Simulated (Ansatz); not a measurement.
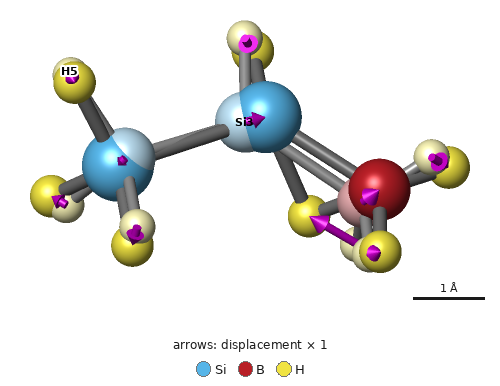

A relaxation of BSi2H7. The starting structure is drawn faded, the final one solid; purple arrows show the displacements, at their true length. The two geometries are superimposed by the best rigid fit.

The picture is a ball-and-stick view, seen from a free direction.

It is one of the separated reactants of a reaction.

Theory: Ansatz 0.2.0, RKS PBE-D4/def2-SVP. Set-up: force threshold 0.03 eV/Å; at most 250 steps.

**Describe the change and its energy.**

An H atom moves most after the best rigid fit: 0.85 Å. Largest moves by element: H 0.85 Å, B 0.38 Å, Si 0.29 Å. Near-neighbour distances that change, for instance: H–Si 2.557 → 1.696 Å, Si–Si 2.006 → 2.356 Å, B–H 1.150 → 1.408 Å, B–Si 2.006 → 1.914 Å. Among the angles between lasting bonds that change: Si–B–H 105.0° → 59.1°, H–B–H 108.6° → 123.2°, Si–Si–H 105.0° → 112.0°. Groups turn about Si–Si by about 25°. The energy falls by 198.4 kJ/mol in 14 accepted moves (16 points after the start). Largest force component: 5.3 eV/Å at the start, 0.0048 eV/Å at the end. The line search rejected the trial steps at points 7, 15 of the run. The forces were under the threshold at step 12, but the run went on from there.
